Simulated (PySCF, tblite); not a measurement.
# C5H14O3Si2: geometry, infrared bands, NMR shifts and electronic excitations

Aim: predict the infrared bands, NMR shifts and electronic excitations of C5H14O3Si2 (`C[Si](C)(C)OCC(=O)O[SiH3]`).

Computed with tblite 0.8.0 and PySCF 2.14.0, with density-fitted response routines of our own, on a single molecule in the gas phase. Atoms are numbered from 0 throughout.

**1. The molecule as given**

24 atoms, charge 0, multiplicity 1; geometry from: force field or distance geometry start.

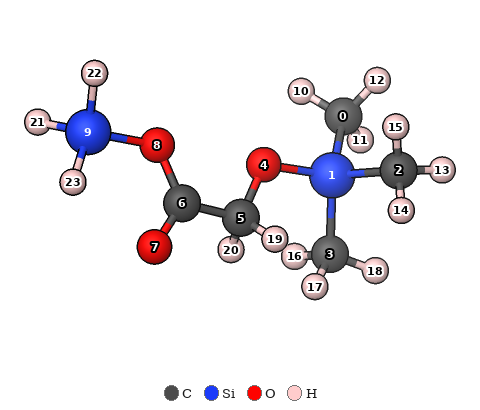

The starting geometry (carbon dark grey, silicon blue, oxygen red, hydrogen pink), atoms numbered; sticks join atoms by distance.

**2. Relaxing the molecule with GFN2-xTB**

Job settings and geometry (Å):

```
{"job": {"kind": "relax", "xc": "GFN2-xTB", "basis": "xTB"}, "charge": 0, "multiplicity": 1}
C     -2.357100     1.828700     0.576600
Si    -1.579900     0.295200    -0.138600
C     -2.093300     0.188400    -1.932000
C     -2.143500    -1.253800     0.702400
O      0.130500     0.335400     0.036200
C      0.715200    -0.925100     0.043400
C      2.194300    -0.775000     0.181300
O      2.886100    -1.833500     0.221400
O      2.815500     0.457900     0.278600
Si     4.548900     0.547900     0.443900
H     -1.662100     2.396200     1.206600
H     -3.244900     1.515900     1.181900
H     -2.699100     2.551600    -0.202700
H     -3.199100     0.330000    -2.014500
H     -1.884900    -0.801800    -2.354100
H     -1.607300     1.006700    -2.488100
H     -1.972300    -1.153700     1.803800
H     -1.511400    -2.118700     0.357300
H     -3.184000    -1.526600     0.447400
H      0.403200    -1.498700    -0.819300
H      0.314700    -1.435900     0.969600
H      4.930300     0.940000     1.827800
H      4.995900     1.663300    -0.399100
H      5.192600    -0.714800     0.077600
```

The run is started by

```console
$ OMP_NUM_THREADS=1 python probes_run.py task.json out
```

This one command runs all jobs of the session in turn.

**Question.** This job is followed by: GFN2-xTB harmonic vibrations, gas phase; PBE0-D3(BJ)/def2-SVP geometry optimisation, gas phase; GIAO PBE0/pcSseg-1 NMR shielding, non-relativistic, gas phase; TDDFT CAM-B3LYP/def2-SVPD, vertical, gas phase, core orbitals frozen in the response; GIAO CAM-B3LYP/pcSseg-1 NMR shielding, non-relativistic, gas phase. What will the session give for the following? strongest single infrared mode (GFN2-xTB); zero-point energy (GFN2-xTB); point group; rotational constants (main isotopes); 13C shifts against TMS (PBE0/pcSseg-1, means over atoms taken as alike); 1H shifts against TMS (PBE0/pcSseg-1, means over atoms taken as alike); 29Si shifts against TMS (PBE0/pcSseg-1); 17O shifts against H2O (PBE0/pcSseg-1); potential on the surface of density 0.002 e/bohr³, 1st and 99th percentile; lowest singlet (CAM-B3LYP/def2-SVPD); brightest single state of those computed; lowest triplet; vertical ionisation energy (ΔSCF); range of the shift of O7.

**Answer**, as computed:

| quantity | value |
| --- | --- |
| strongest single infrared mode (GFN2-xTB) | 1253 cm⁻¹, 478 km/mol |
| zero-point energy (GFN2-xTB) | 112.7 kcal/mol |
| point group | C1 |
| rotational constants (main isotopes) | 1.67, 0.54, 0.48 GHz |
| 13C shifts against TMS (PBE0/pcSseg-1, means over atoms taken as alike) | 181.2, 63.9, -1.0 ppm |
| 1H shifts against TMS (PBE0/pcSseg-1, means over atoms taken as alike) | 4.82, 4.19, 0.09 ppm |
| 29Si shifts against TMS (PBE0/pcSseg-1) | 27.0, -32.8 ppm |
| 17O shifts against H2O (PBE0/pcSseg-1) | 436.6, 202.3, 35.8 ppm |
| potential on the surface of density 0.002 e/bohr³, 1st and 99th percentile | -1.50 V and 1.17 V |
| lowest singlet (CAM-B3LYP/def2-SVPD) | 5.75 eV (215 nm), f = 0.001 |
| brightest single state of those computed | state 8, 8.16 eV, f = 0.081 |
| lowest triplet | 5.28 eV |
| vertical ionisation energy (ΔSCF) | 9.79 eV |
| range of the shift of O7 | 436.6 to 443.0 ppm |

In words: Over 177 steps the energy fell by 1.155 eV; of the close pairs, O8–Si9 changed most, 1.744 to 1.661 Å (GFN2-xTB). The lowest mode is slightly imaginary (18i cm⁻¹), a soft motion within the noise of the Hessian, so the minimum is not strictly shown. The strongest single mode, at 1253 cm⁻¹, moves mainly C6. GFN2-xTB is a fitted tight-binding method: band positions and strengths are rough. Its intensities can rank the bands wrongly. The start of the PBE0/def2-SVP relaxation was shaken at random by about 0.01 Å, so part of the energy gained, and of the first lengths quoted, undoes that. Over 27 steps the energy fell by 0.359 eV; of the close pairs, O8–Si9 changed most, 1.656 to 1.721 Å (PBE0/def2-SVP). No frequency check was run at this level, so the end point may be a saddle. At PBE0/pcSseg-1: The widest tensor belongs to O7: span 606 ppm, with a paramagnetic part of -503 ppm. The first singlet state (HOMO→LUMO+1 0.59, HOMO−2→LUMO+1 0.24) lies at 5.75 eV and is dark; of the 10 states computed, the strongest absorption comes from state 8 at 8.16 eV. The lowest triplet lies 0.48 eV below the lowest singlet (triplets in Tamm-Dancoff, singlets in full TDDFT). The orbital energy would give 9.16 eV for ionisation, ΔSCF gives 9.79 eV. Across the 2 runs the shift of O7 moves most, between 436.6 (PBE0/pcSseg-1) and 443.0 ppm (CAM-B3LYP/pcSseg-1). Part of that comes from the computed reference. These values are for one conformer; the search (at its own cheap level) found 2 more, at 0.72, 0.75 kcal/mol, and measured spectra average over such forms.
